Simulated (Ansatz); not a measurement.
Consider NaAgCl3 (cubic perovskite) (Pm-3m).

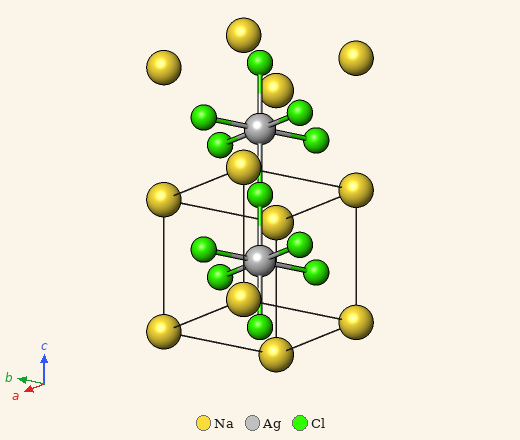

The structure (sodium yellow, silver light grey, chlorine green). 1×1×2 cells are drawn. Some periodic images of atoms are drawn too.

The structure was built from a prototype and need not be the compound's stable phase.

```
Na Ag Cl
1.0
     0.00000   -5.07841    0.00000
     0.00000    0.00000    5.07841
    -5.07841    0.00000    0.00000
Na Ag Cl
1 1 3
Cartesian
  0.0000 0.0000 0.0000
  -2.5392 -2.5392 2.5392
  0.0000 -2.5392 2.5392
  -2.5392 -2.5392 0.0000
  -2.5392 0.0000 2.5392
```

The structure was relaxed with PBE. The structure type comes from a generator and need not be one that this composition takes. The structure was generated from a model, not taken from a measurement. The runs that relaxed it are not among those shown. The program's search for lower electronic states was switched off, so nothing shows that the state found is the lowest. PAW set soft_2, made with PBE.

A constrained-RPA run (Ansatz 0.2.0; non-magnetic PBE; Ag d + anion p, bands v14 to v1, 4×4×4 mesh, medium accuracy) builds 14 functions on bands 6.3 eV wide, with 27.0 electrons in the window. The bare on-site interaction is 19.1 eV and the bare J 0.73 eV.

Estimate U, U′ and J.

On the Ag d shell, U = 7.59 eV (40 % of the bare value), U′ = 6.45 eV, J = 0.57 eV.

The parent state is non-magnetic and the interaction static (zero frequency); U depends on the window and the orbitals, so it belongs to this model alone. A window that holds the anion p bands defines a model with explicit ligands; its U belongs to that model and is not the U of DFT+U.

[Paths, hosts, dates, memory and timing lines, banners, echoed tables and standing remarks are left out of the program output.]

[Logs are printed without paths, hosts, clocks, repeated set-up lines and the standing remarks that a program may print on its own settings, such as how far it seeks lower states.]

[Runs of the session that timed out or met a known fault of the program may be left out.]

[Hosts, paths, dates, database ids (printed as entryN), source tags and the programs' standing remarks are cut or masked in the printed files.]
